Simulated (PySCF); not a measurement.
## Electronic structure of C$_{3}$H$_{10}$GeN$_{2}$ (SMILES C=[N][GeH2][N](C)C) in real space

Input

```
{"job": {"kind": "uv", "xc": "CAM-B3LYP", "basis": "def2-SVPD", "nstates": 8, "ntriplets": 3}, "charge": 0, "multiplicity": 1}
C      3.038889    -0.481331     0.036508
N      1.885645    -0.648888     0.487850
Ge     0.575427     0.548270     0.934549
N     -0.749633     0.172264    -0.259991
C     -1.093459    -1.205196    -0.541622
C     -1.889387     1.053837    -0.372362
H      3.509249     0.486498    -0.162393
H      3.653508    -1.353982    -0.181870
H      0.312587     0.235002     2.395750
H      0.850291     2.028121     0.758327
H     -1.457981    -1.289754    -1.569610
H     -0.203943    -1.822032    -0.430816
H     -1.874706    -1.586452     0.128458
H     -2.290269     1.005234    -1.388808
H     -1.576818     2.077524    -0.168485
H     -2.696998     0.789828     0.323104
```

Run with:

```sh
OMP_NUM_THREADS=1 python probes_run.py task.json out
```

Geometry: GFN2-xTB.

Level of theory: CAM-B3LYP/def2-SVPD, SCF density, gas phase in PySCF.

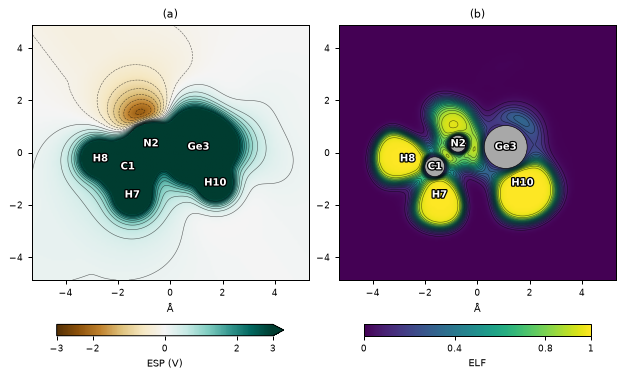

Figure 1. (a) electrostatic potential; (b) ELF on the plane of atoms N2, C1 and H8. Grey discs cover the atomic cores in the ELF map.

> Read the bonding off the picture.

Atoms in the plane: C, N, Ge and H. C–N (1.25 Å): the ELF peaks at about 0.90 between the atoms (a short, multiple covalent bond). Ge–N (1.83 Å): the ELF peaks at about 0.90 in the valence shell of N, 0.6 Å from its nucleus, and is about 0.50 at the midpoint. C–H (1.09 Å): the ELF climbs to about 1 towards the hydrogen, as it does in any bond to H; a covalent bond by its length. Ge–H (1.52 Å): the ELF climbs to about 1 towards the hydrogen. The ELF also peaks beside N2, away from the bonds: lone-pair regions. Outside the dense part of the molecule the potential is most negative (−2.2 V) near N2.

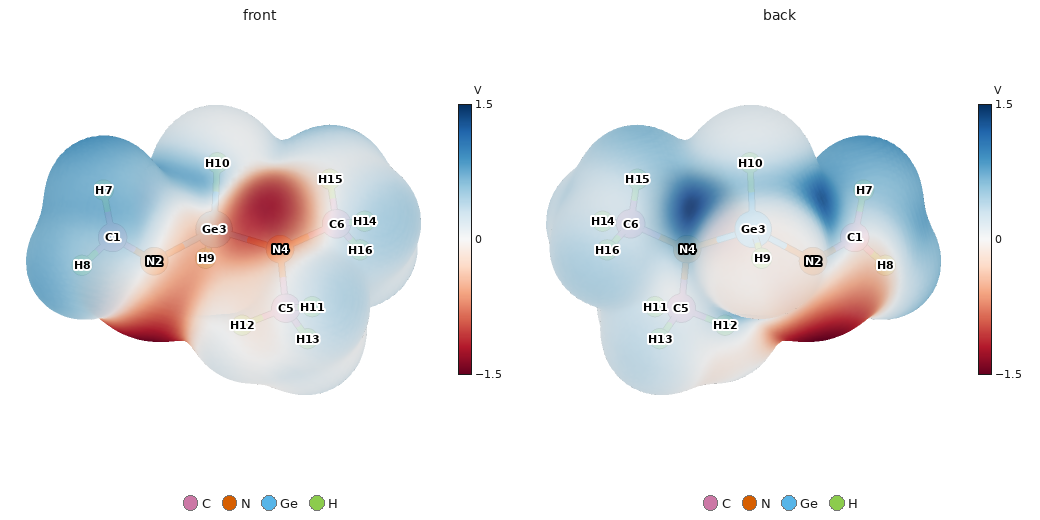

Figure 2. The electrostatic potential painted on the density surface at 0.002 e/bohr³, seen from the front and from behind; the colour scale runs from red (negative) to blue (positive).

> Where is the surface potential most negative and most positive?

The most negative region (about −1.5 V, or −35 kcal/mol for a unit charge) lies over N2, the most positive (about +1.2 V, or +28 kcal/mol for a unit charge) over Ge3. N2 is the likeliest acceptor of a hydrogen bond.
